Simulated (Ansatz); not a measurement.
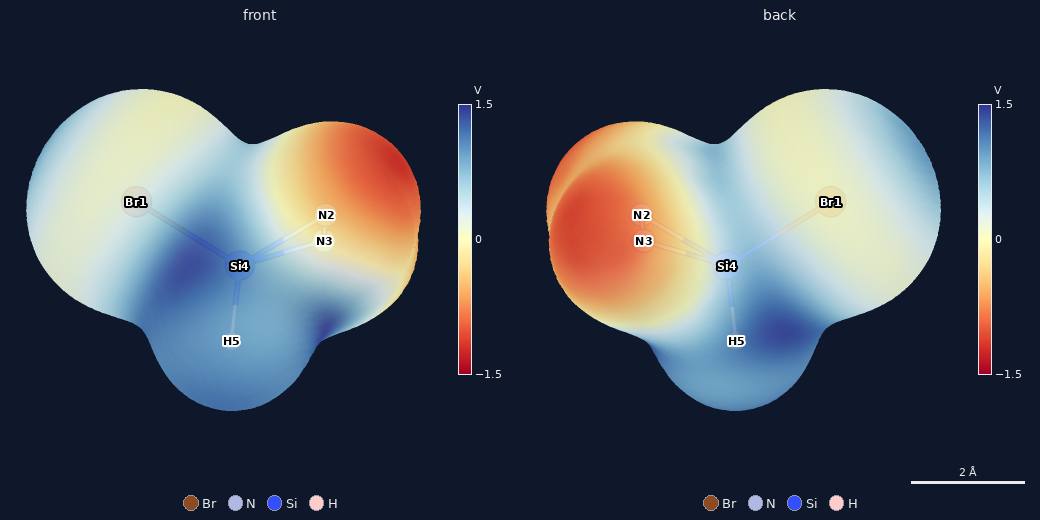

BrHN2Si (SMILES Br[SiH]1N=N1). The molecular electrostatic potential painted on the density surface at 0.002 e/bohr³, seen from the front and from behind; red is negative and blue positive.

Geometry: B3LYP-D3(BJ)/def2-SVP.

Method: isolated molecule in a Gaussian basis; Kohn-Sham density functional theory, functional PBE0 (Ansatz 0.2.0).

```csv
atom,x (Å),y (Å),z (Å)
Br,-1.2883,-2.5551,-0.1655
N,0.9725,-1.8062,2.3249
N,1.1020,-0.8060,1.5955
Si,0.7528,-2.2626,0.5981
H,1.8400,-2.9295,-0.1226
```

Question: Where is the surface potential most negative and most positive?

Answer: The most negative region (about −1.2 V) lies over N2, the most positive (about +1.4 V) over Si4. Br1 shows a σ-hole: about +0.9 V at the tip opposite its bond, against about +0.1 V on its flanks.
